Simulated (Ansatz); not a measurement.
# AlBH₂ (triplet): correlated methods under varied settings at angle Al2–B1–H3 = 68.8°

Aim: run AlBH₂ (triplet) at one geometry under a spread of methods and options, and see what each costs and gives.

The runs use Ansatz 0.2.0, Gaussian basis; the settings change from run to run.

11 further runs of the same task are left out: 6 that didn't finish, 5 set aside as unsound or not needed.

### Step 1. What is computed

The geometry derives from a PBE0/def2-TZVP stationary point (not a proven minimum). One angle is set to the value named; bond lengths are kept.

4 atoms, charge 0, spin multiplicity 3.

Atoms are counted from 1 here; the program's logs count them from 0.

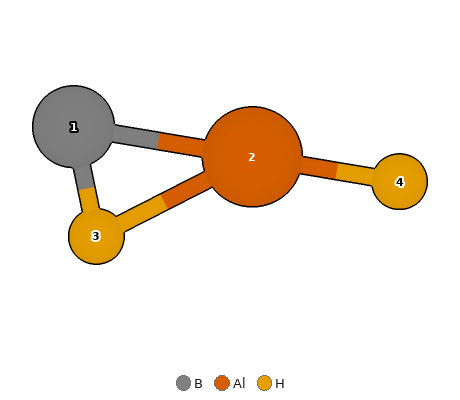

The structure; boron grey, aluminium orange, hydrogen amber; atoms are numbered from 1 in the order of the file.

Coordinates:

```xyz
4

B    -1.16491    0.00000    0.76379
Al    0.41007    0.00000   -0.31463
H    -0.18873    0.00000    1.43219
H     1.70614    0.00000   -1.20207
```

### Step 2. CCSD(T) on UHF/6-31G

Contents of in.yaml:

```yaml
crystal:
  periodic: [false, false, false]
  atoms:
    - {symbol: B, position_ang: [-1.164914, 0.000000, 0.763785]}
    - {symbol: Al, position_ang: [0.410074, 0.000000, -0.314631]}
    - {symbol: H, position_ang: [-0.188732, 0.000000, 1.432191]}
    - {symbol: H, position_ang: [1.706144, 0.000000, -1.202069]}
basis:
  gaussian: {orbitals: 6-31G}
magnetization: {spin_polarized: true, initial_magnetization: 2}
correlation: {method: ccsd_t, electrons: outside_noble_gas}
```

Command:

```
ansatz run in.yaml --threads 1 --pin off --events-out ev --progress --plain --max-ram 2393MiB
```

Output (excerpt; [...] marks lines left out):

```text
Functional definition: HF
  name "HF"
  cite "Fock, Z. Phys. 61, 126 (1930) doi:10.1007/BF01340294"
  parent pbe
[...]
328 factors; integrals over basis functions are off by at most 2.4e-4 eV
[...]
mean field -7280.34946409 eV, -267.5479080072 hartree, gradient 7.5e-6 eV, S^2 2.028332; 5 other end points of the search recorded, 0 dependent functions left out
determinant -7280.34946409 eV, -267.5479080072 hartree, with singles and doubles -7283.02278172 eV, -267.6461506182 hartree
determinant -7278.29131075 eV, -267.4722722671 hartree, with singles and doubles -7280.80318663 eV, -267.5645820029 hartree
determinant -7277.90075639 eV, -267.4579196592 hartree, with singles and doubles -7280.22324672 eV, -267.5432696043 hartree
determinant -7277.35990314 eV, -267.4380436687 hartree, with singles and doubles -7280.00486135 eV, -267.5352440900 hartree
6 core orbitals not correlated: weight in the atoms' cores, before any rotation towards them, 1.000 or more for the frozen orbitals, at most 0.000 for the correlated occupied ones
reference -7280.34946409 eV, -267.5479080072 hartree; 5, 3 occupied and 15, 17 virtual orbitals, 328 factors
second order -2.01281269 eV of doubles, -0.00000000 eV of singles
cycle   1  -2.67334001 eV  change   -2.2e-5 eV  update   1.8e-3
[...]
cycle   9  -2.67428745 eV  change    1.8e-6 eV  update   3.6e-6
perturbative correction -0.08339150 eV, -0.0030645813 hartree
Total energy: -7283.10714305 eV, -267.6492508397 hartree
```

It took 0.63 s on 1 thread of Intel Xeon Platinum 8488C, shared host.

From the report: ⟨S²⟩ of the determinant 2.028 (pure triplet: 2.00); correlation -2.7577 eV; T1 0.028; largest double amplitude 0.08.

### Step 3. HF/cc-pVDZ

Changes to in.yaml since step 2:

```diff
@@ -8,4 +8,6 @@
 basis:
-  gaussian: {orbitals: 6-31G}
-magnetization: {spin_polarized: true, initial_magnetization: 2}
-correlation: {method: ccsd_t, electrons: outside_noble_gas}
+  gaussian: {orbitals: cc-pVDZ, point_charges: [{charge: -1.00, position_ang: [4.737, -0.163, 0.704]}]}
+magnetization: {spin_polarized: false, initial_magnetization: 2}
+hamiltonian: {xc: hf}
+scf: {lower_state_search: light}
+output: {forces: true, orbitals: {seedname: orbitals}}
```

Launched as before.

Output (excerpt; [...] marks lines left out):

```text
Functional definition: HF
  name "HF"
  cite "Fock, Z. Phys. 61, 126 (1930) doi:10.1007/BF01340294"
  parent pbe
[...]
401 factors; integrals over basis functions are off by at most 7.9e-4 eV
[...]
mean field -7282.07266206 eV, -267.6112343646 hartree, gradient 5.0e-5 eV, S^2 2.000000; 0 other end points of the search recorded, 0 dependent functions left out
[...]
reference -7282.07266206 eV, -267.6112343646 hartree; 11, 9 occupied and 31, 33 virtual orbitals, 401 factors
Total energy: -7282.07266206 eV, -267.6112343646 hartree
Atom 0 at    -1.164914     0.000000     0.763785 Å, force    -0.942910     0.008730    -1.148639 eV/Å
Atom 1 at     0.410074     0.000000    -0.314631 Å, force     0.018373    -0.023593    -1.421780 eV/Å
Atom 2 at    -0.188732     0.000000     1.432191 Å, force     1.100092    -0.003172     2.343278 eV/Å
Atom 3 at     1.706144     0.000000    -1.202069 Å, force     0.030253     0.010768     0.237696 eV/Å
Dipole moment:     0.911614    -0.007615    -0.185249 e Å
```

Wall time 0.3 s (1 thread of Intel Xeon Platinum 8488C, shared host).

### Step 4. MP2 on ROHF/6-31G

Changes to in.yaml since step 3:

```diff
@@ -8,6 +8,5 @@
 basis:
-  gaussian: {orbitals: cc-pVDZ, point_charges: [{charge: -1.00, position_ang: [4.737, -0.163, 0.704]}]}
+  gaussian: {orbitals: 6-31G}
 magnetization: {spin_polarized: false, initial_magnetization: 2}
-hamiltonian: {xc: hf}
+correlation: {method: mp2, electrons: outside_noble_gas}
 scf: {lower_state_search: light}
-output: {forces: true, orbitals: {seedname: orbitals}}
```

The command is unchanged.

Output:

```text
Functional definition: HF
  name "HF"
  cite "Fock, Z. Phys. 61, 126 (1930) doi:10.1007/BF01340294"
  parent pbe
  exchange = exact_x
  correlation = 0
328 factors; integrals over basis functions are off by at most 2.4e-4 eV
mean field evaluation 1: about -7278.6438 eV, gradient 9.5e0 eV
mean field evaluation 2: about -7278.6907 eV, gradient 9.6e0 eV
mean field evaluation 4: about -7280.0582 eV, gradient 2.9e0 eV
mean field evaluation 8: about -7280.2640 eV, gradient 2.7e-1 eV
mean field evaluation 16: about -7280.2667 eV, gradient 4.2e-6 eV
mean field -7280.26674103 eV, -267.5448679909 hartree, gradient 4.2e-6 eV, S^2 2.000000; 0 other end points of the search recorded, 0 dependent functions left out
mean field evaluation 32: about -7278.9837 eV, gradient 5.2e0 eV
6 core orbitals not correlated: weight in the atoms' cores, before any rotation towards them, 1.000 or more for the frozen orbitals, at most 0.000 for the correlated occupied ones
reference -7280.26674103 eV, -267.5448679909 hartree; 5, 3 occupied and 15, 17 virtual orbitals, 328 factors
second order -2.04103833 eV of doubles, -0.03528487 eV of singles
Total energy: -7282.34306423 eV, -267.6211714609 hartree
```

It took 0.21 s on 1 thread of Intel Xeon Platinum 8488C, shared host.

### Step 5. NEVPT2(2,3)/6-31G

Changes to in.yaml since step 4:

```diff
@@ -10,3 +10,2 @@
 magnetization: {spin_polarized: false, initial_magnetization: 2}
-correlation: {method: mp2, electrons: outside_noble_gas}
-scf: {lower_state_search: light}
+correlation: {method: sc_nevpt2, electrons: valence, active_space: {window: {electrons: 2, orbitals: 3}}}
```

Same command.

Output:

```text
Functional definition: HF
  name "HF"
  cite "Fock, Z. Phys. 61, 126 (1930) doi:10.1007/BF01340294"
  parent pbe
  exchange = exact_x
  correlation = 0
328 factors; integrals over basis functions are off by at most 2.4e-4 eV
mean field evaluation 1: about -7278.6438 eV, gradient 9.5e0 eV
mean field evaluation 2: about -7278.6907 eV, gradient 9.6e0 eV
mean field evaluation 4: about -7280.0582 eV, gradient 2.9e0 eV
mean field evaluation 8: about -7280.2640 eV, gradient 2.7e-1 eV
mean field evaluation 16: about -7280.2667 eV, gradient 4.2e-6 eV
mean field -7280.26674103 eV, -267.5448679909 hartree, gradient 4.2e-6 eV, S^2 2.000000; 0 other end points of the search recorded, 0 dependent functions left out
reference -7280.26674103 eV, -267.5448679909 hartree; 11, 9 occupied and 15, 17 virtual orbitals, 328 factors
state -7280.26674103 eV, -267.5448679909 hartree
state -7280.26674103 eV, -267.5448679909 hartree; corrected -7282.33221521 eV, -267.6207727670 hartree
WARN: 1 active orbitals are nearly empty or full. The corrections depend on them more than the energy does, and are more stable in an active space without them
Total energy: -7282.33221521 eV, -267.6207727670 hartree
```

Run time: 0.36 s. Hardware: 1 thread of Intel Xeon Platinum 8488C, shared host.

From the report: 4 determinants; active occupations 1.00, 1.00, 0.00. The report marks this result as in doubt.

### Step 6. CASSCF(4,6)/cc-pVDZ

Changes to in.yaml since step 5:

```diff
@@ -8,4 +8,6 @@
 basis:
-  gaussian: {orbitals: 6-31G}
+  gaussian: {orbitals: cc-pVDZ}
 magnetization: {spin_polarized: false, initial_magnetization: 2}
-correlation: {method: sc_nevpt2, electrons: valence, active_space: {window: {electrons: 2, orbitals: 3}}}
+correlation: {active_space: {window: {electrons: 4, orbitals: 6}}}
+accuracy: high
+output: {forces: true}
```

Same command.

Output (excerpt; [...] marks lines left out):

```text
Functional definition: HF
  name "HF"
  cite "Fock, Z. Phys. 61, 126 (1930) doi:10.1007/BF01340294"
  parent pbe
[...]
881 factors; integrals over basis functions are off by at most 3.8e-9 eV
[...]
mean field -7281.65890643 eV, -267.5960291257 hartree, gradient 1.4e-8 eV, S^2 2.000000; 0 other end points of the search recorded, 0 dependent functions left out
reference -7281.65890643 eV, -267.5960291257 hartree; 11, 9 occupied and 31, 33 virtual orbitals, 881 factors
state -7282.58426741 eV, -267.6300355143 hartree
[...]
Total energy: -7282.58426741 eV, -267.6300355143 hartree
Atom 0 at    -1.164914     0.000000     0.763785 Å, force    -1.379743     0.000000    -0.776026 eV/Å
Atom 1 at     0.410074     0.000000    -0.314631 Å, force    -0.237259     0.000000    -1.834008 eV/Å
Atom 2 at    -0.188732     0.000000     1.432191 Å, force     1.235761    -0.000000     2.254834 eV/Å
Atom 3 at     1.706144     0.000000    -1.202069 Å, force     0.381242    -0.000000     0.355200 eV/Å
Dipole moment:     0.538380     0.000000    -0.075206 e Å
```

Wall time 1.6 s (1 thread of Intel Xeon Platinum 8488C, shared host).

From the report: 225 determinants; active occupations 1.95, 0.99, 0.99, 0.04, 0.02, 0.01.

### Step 7. MP2 on UHF/cc-pVDZ

Changes to in.yaml since step 6:

```diff
@@ -9,5 +9,4 @@
   gaussian: {orbitals: cc-pVDZ}
-magnetization: {spin_polarized: false, initial_magnetization: 2}
-correlation: {active_space: {window: {electrons: 4, orbitals: 6}}}
-accuracy: high
+magnetization: {spin_polarized: true, initial_magnetization: 2}
+correlation: {method: mp2, electrons: outside_noble_gas}
 output: {forces: true}
```

The command is unchanged.

Output (excerpt; [...] marks lines left out):

```text
Functional definition: HF
  name "HF"
  cite "Fock, Z. Phys. 61, 126 (1930) doi:10.1007/BF01340294"
  parent pbe
[...]
401 factors; integrals over basis functions are off by at most 7.9e-4 eV
[...]
mean field -7281.77080243 eV, -267.6001412279 hartree, gradient 2.9e-6 eV, S^2 2.026236; 2 other end points of the search recorded, 0 dependent functions left out
6 core orbitals not correlated: weight in the atoms' cores, before any rotation towards them, 1.000 or more for the frozen orbitals, at most 0.000 for the correlated occupied ones
reference -7281.77080243 eV, -267.6001412279 hartree; 5, 3 occupied and 31, 33 virtual orbitals, 401 factors
second order -3.25701762 eV of doubles, -0.00000000 eV of singles
[...]
Total energy: -7285.02782005 eV, -267.7198344176 hartree
Atom 0 at    -1.164914     0.000000     0.763785 Å, force    -1.311985    -0.000000    -1.055672 eV/Å
Atom 1 at     0.410074     0.000000    -0.314631 Å, force    -0.393938    -0.000000    -1.642052 eV/Å
Atom 2 at    -0.188732     0.000000     1.432191 Å, force     1.346114     0.000000     2.396919 eV/Å
Atom 3 at     1.706144     0.000000    -1.202069 Å, force     0.359809     0.000000     0.300805 eV/Å
Dipole moment:     0.556643     0.000000    -0.105255 e Å
```

It took 0.48 s on 1 thread of Intel Xeon Platinum 8488C, shared host.

From the report: ⟨S²⟩ of the determinant 2.026 (pure triplet: 2.00).

### Step 8. CISD/cc-pVDZ

Changes to in.yaml since step 7:

```diff
@@ -9,4 +9,4 @@
   gaussian: {orbitals: cc-pVDZ}
-magnetization: {spin_polarized: true, initial_magnetization: 2}
-correlation: {method: mp2, electrons: outside_noble_gas}
+magnetization: {spin_polarized: false, initial_magnetization: 2}
+correlation: {active_space: {ras: {orbitals: [3, 2, 31], electrons: 8, max_holes: 2, max_particles: 2}, fixed_orbitals: true}}
 output: {forces: true}
```

Launched as before.

Output (excerpt; [...] marks lines left out):

```text
Functional definition: HF
  name "HF"
  cite "Fock, Z. Phys. 61, 126 (1930) doi:10.1007/BF01340294"
  parent pbe
[...]
401 factors; integrals over basis functions are off by at most 7.9e-4 eV
[...]
mean field -7281.65886353 eV, -267.5960275490 hartree, gradient 2.8e-6 eV, S^2 2.000000; 0 other end points of the search recorded, 0 dependent functions left out
reference -7281.65886353 eV, -267.5960275490 hartree; 11, 9 occupied and 31, 33 virtual orbitals, 401 factors
state -7285.60161045 eV, -267.7409208260 hartree
[...]
Total energy: -7285.60161045 eV, -267.7409208260 hartree
Atom 0 at    -1.164914     0.000000     0.763785 Å, force    -1.310253    -0.000000    -1.067947 eV/Å
Atom 1 at     0.410074     0.000000    -0.314631 Å, force    -0.410460    -0.000000    -1.633889 eV/Å
Atom 2 at    -0.188732     0.000000     1.432191 Å, force     1.352647     0.000000     2.406792 eV/Å
Atom 3 at     1.706144     0.000000    -1.202069 Å, force     0.368066    -0.000000     0.295044 eV/Å
Dipole moment:     0.558572    -0.000000    -0.104677 e Å
```

It took 1.8 s on 1 thread of Intel Xeon Platinum 8488C, shared host.

From the report: 41,344 determinants.

### Step 9. CCSD(T) on UHF/cc-pVDZ

Contents of in.yaml:

```yaml
crystal:
  periodic: [false, false, false]
  atoms:
    - {symbol: B, position_ang: [-1.164914, 0.000000, 0.763785]}
    - {symbol: Al, position_ang: [0.410074, 0.000000, -0.314631]}
    - {symbol: H, position_ang: [-0.188732, 0.000000, 1.432191]}
    - {symbol: H, position_ang: [1.706144, 0.000000, -1.202069]}
basis:
  gaussian: {orbitals: cc-pVDZ, fitting: {mean_field: def2-universal-jkfit}}
magnetization: {spin_polarized: true, initial_magnetization: 2}
correlation: {method: ccsd_t, electrons: outside_noble_gas}
scf: {lower_state_search: light}
output: {forces: true}
```

The command is unchanged.

Output (excerpt; [...] marks lines left out):

```text
Functional definition: HF
  name "HF"
  cite "Fock, Z. Phys. 61, 126 (1930) doi:10.1007/BF01340294"
  parent pbe
[...]
239 factors; integrals over basis functions are off by at most 3.7e-1 eV
[...]
mean field -7281.77067538 eV, -267.6001365588 hartree, gradient 1.1e-6 eV, S^2 2.026232; 4 other end points of the search recorded, 0 dependent functions left out
determinant -7281.77067538 eV, -267.6001365588 hartree, with singles and doubles -7285.83515229 eV, -267.7495033302 hartree
determinant -7279.72542917 eV, -267.5249751470 hartree, with singles and doubles -7283.63728996 eV, -267.6687333793 hartree
determinant -7279.28985864 eV, -267.5089682252 hartree, with singles and doubles -7283.07599367 eV, -267.6481061210 hartree
6 core orbitals not correlated: weight in the atoms' cores, before any rotation towards them, 1.000 or more for the frozen orbitals, at most 0.000 for the correlated occupied ones
reference -7281.77067538 eV, -267.6001365588 hartree; 5, 3 occupied and 31, 33 virtual orbitals, 239 factors
second order -3.25175287 eV of doubles, -0.00000000 eV of singles
cycle   1  -4.06498015 eV  change   -5.0e-4 eV  update   2.0e-3
[...]
cycle  11  -4.06636428 eV  change   -3.9e-7 eV  update   5.8e-7
perturbative correction -0.14195173 eV, -0.0052166299 hartree
[...]
Total energy: -7285.97899139 eV, -267.7547893197 hartree
Atom 0 at    -1.164914     0.000000     0.763785 Å, force    -1.593733    -0.000000    -0.977075 eV/Å
Atom 1 at     0.410074     0.000000    -0.314631 Å, force    -0.272334    -0.000000    -1.659751 eV/Å
Atom 2 at    -0.188732     0.000000     1.432191 Å, force     1.435108     0.000000     2.401566 eV/Å
Atom 3 at     1.706144     0.000000    -1.202069 Å, force     0.430959     0.000000     0.235259 eV/Å
Dipole moment:     0.532671    -0.000000    -0.089574 e Å
```

Wall time 1.8 s (1 thread of Intel Xeon Platinum 8488C, shared host).

From the report: ⟨S²⟩ of the determinant 2.026 (pure triplet: 2.00); correlation -4.2083 eV; T1 0.025; largest double amplitude 0.06.

### Step 10. CCSD on UHF/cc-pVDZ

Changes to in.yaml since step 9:

```diff
@@ -8,6 +8,5 @@
 basis:
-  gaussian: {orbitals: cc-pVDZ, fitting: {mean_field: def2-universal-jkfit}}
+  gaussian: {orbitals: cc-pVDZ}
 magnetization: {spin_polarized: true, initial_magnetization: 2}
-correlation: {method: ccsd_t, electrons: outside_noble_gas}
-scf: {lower_state_search: light}
+correlation: {method: ccsd, electrons: valence}
 output: {forces: true}
```

The command is unchanged.

Output (excerpt; [...] marks lines left out):

```text
Functional definition: HF
  name "HF"
  cite "Fock, Z. Phys. 61, 126 (1930) doi:10.1007/BF01340294"
  parent pbe
[...]
401 factors; integrals over basis functions are off by at most 7.9e-4 eV
[...]
mean field -7281.77080243 eV, -267.6001412279 hartree, gradient 2.9e-6 eV, S^2 2.026236; 4 other end points of the search recorded, 0 dependent functions left out
determinant -7281.77080243 eV, -267.6001412279 hartree, with singles and doubles -7285.83670848 eV, -267.7495605191 hartree
determinant -7279.72580955 eV, -267.5249891257 hartree, with singles and doubles -7283.63875570 eV, -267.6687872442 hartree
determinant -7279.28966066 eV, -267.5089609496 hartree, with singles and doubles -7283.07740751 eV, -267.6481580788 hartree
6 core orbitals not correlated: weight in the atoms' cores, before any rotation towards them, 1.000 or more for the frozen orbitals, at most 0.000 for the correlated occupied ones
reference -7281.77080243 eV, -267.6001412279 hartree; 5, 3 occupied and 31, 33 virtual orbitals, 401 factors
second order -3.25701762 eV of doubles, -0.00000000 eV of singles
cycle   1  -4.06640299 eV  change   -5.0e-4 eV  update   2.0e-3
[...]
cycle  11  -4.06778951 eV  change   -3.6e-7 eV  update   5.9e-7
[...]
Total energy: -7285.83859194 eV, -267.7496297352 hartree
Atom 0 at    -1.164914     0.000000     0.763785 Å, force    -1.447956     0.000000    -1.017865 eV/Å
Atom 1 at     0.410074     0.000000    -0.314631 Å, force    -0.335316    -0.000000    -1.639593 eV/Å
Atom 2 at    -0.188732     0.000000     1.432191 Å, force     1.381907    -0.000000     2.401800 eV/Å
Atom 3 at     1.706144     0.000000    -1.202069 Å, force     0.401365    -0.000000     0.255658 eV/Å
Dipole moment:     0.545993     0.000000    -0.098882 e Å
```

Run time: 2 s. Hardware: 1 thread of Intel Xeon Platinum 8488C, shared host.

From the report: ⟨S²⟩ of the determinant 2.026 (pure triplet: 2.00); correlation -4.0678 eV; T1 0.025; largest double amplitude 0.06.

### Step 11. The runs in one table

Where basis and cores are those of an earlier UCCSDT(Q)/cc-pVDZ run (-7286.0285 eV), and the state is the same kind, the miss against it is given. † marks a result that the program doubts.

```
                             level         correlated  functions  energy (eV)  from UCCSDT(Q) (meV)    time
              CCSD(T) on UHF/6-31G  outside noble gas         26   -7283.1071                        0.63 s
HF/cc-pVDZ (beside a point charge)                            42   -7282.0727                         0.3 s
                 MP2 on ROHF/6-31G  outside noble gas         26   -7282.3431                        0.21 s
               NEVPT2(2,3)/6-31G †            valence         26   -7282.3322                        0.36 s
               CASSCF(4,6)/cc-pVDZ                            42   -7282.5843                3444.3   1.6 s
                MP2 on UHF/cc-pVDZ  outside noble gas         42   -7285.0278                1000.7  0.48 s
                      CISD/cc-pVDZ            valence         42   -7285.6016                         1.8 s
            CCSD(T) on UHF/cc-pVDZ  outside noble gas         42   -7285.9790                  49.6   1.8 s
               CCSD on UHF/cc-pVDZ            valence         42   -7285.8386                 190.0     2 s
```

### Step 12. What came out

| quantity | value |
| --- | --- |
| runs | 9 |
| quickest | MP2 on ROHF/6-31G, 0.21 s |
| slowest | CCSD on UHF/cc-pVDZ, 2 s |

What this shows: Total energies in different bases, with other cores or another treatment of relativity can't be set against each other. CCSD on UHF/cc-pVDZ took 10 times as long as MP2 on ROHF/6-31G; the jobs differ in more than the method. Among the correlated runs with a miss given, it spans +50 to +1001 meV. Hartree-Fock, CASSCF and CASCI lack dynamic correlation by design.
